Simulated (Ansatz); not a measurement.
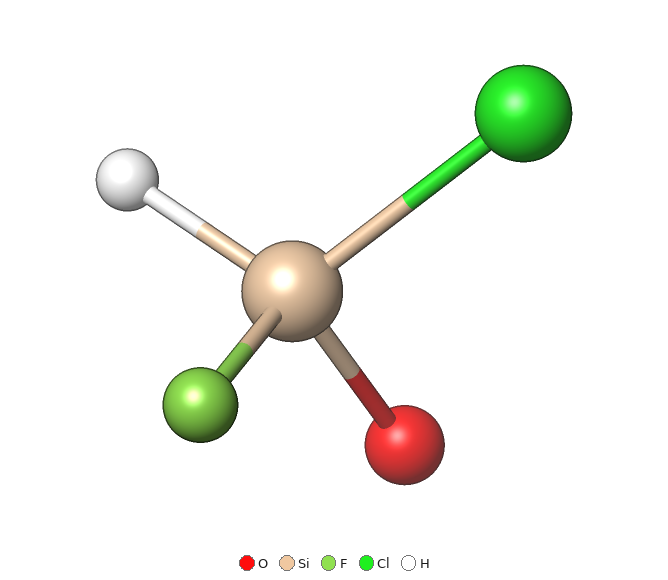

Charge 0, doublet. The geometry was computed by an optimisation with PBE0-D4/def2-TZVP. No frequency run is at hand to confirm it as a minimum.

Give the structural formula.

SMILES: [O][Si@@H](F)Cl

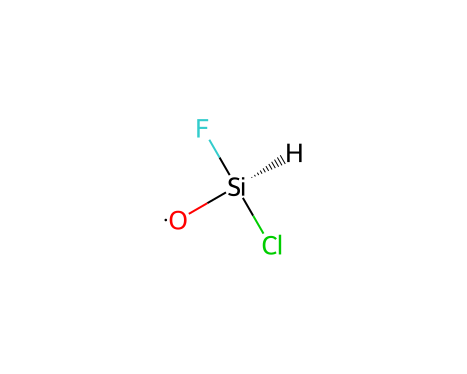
